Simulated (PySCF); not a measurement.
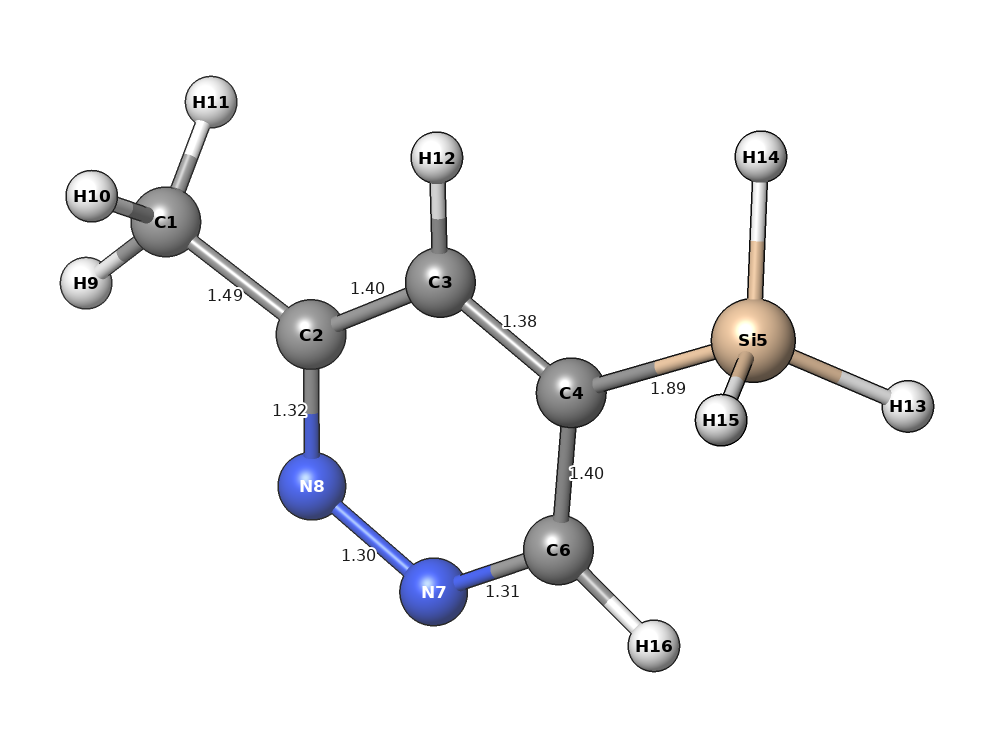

The numbers beside the sticks are distances in Å. Sticks don't show bond order. The geometry was computed by an optimisation with GFN2-xTB. No frequency run is at hand to confirm it as a minimum.

**Which of the marked bonds are single, double, triple or aromatic?**

C1–C2 single; C2–C3 aromatic; C2–N8 aromatic; C3–C4 aromatic; C4–Si5 single; C4–C6 aromatic; C6–N7 aromatic; N7–N8 aromatic.

**Give the structure as SMILES.**

Cc1cc([SiH3])cnn1
